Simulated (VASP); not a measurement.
Consider the following.

```yaml
crystal:
  lattice:
    - [0.00000, 2.76616, 2.76616]
    - [2.76616, 0.00000, 2.76616]
    - [2.76616, 2.76616, 0.00000]
  atoms:
    - { symbol: Ca, position: [0.00000, 0.00000, 0.00000] }
```

Level of theory: TPSS meta-GGA, VASP's PBE PAW potentials (set 64) (plane waves; VASP). Run with 520 eV cut-off, 13×13×13 Γ-centred mesh, tetrahedra with Blöchl corrections, potentials Ca_sv.

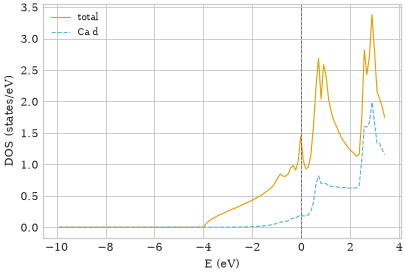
*Total and projected density of states, zero at the Fermi level*

Within 2 eV below the Fermi level the largest weight inside VASP's projection spheres is Ca d, then Ca s.

It has no gap at this level: it comes out as a metal or semimetal.

The compound is Ca in the fcc structure. It was relaxed first.
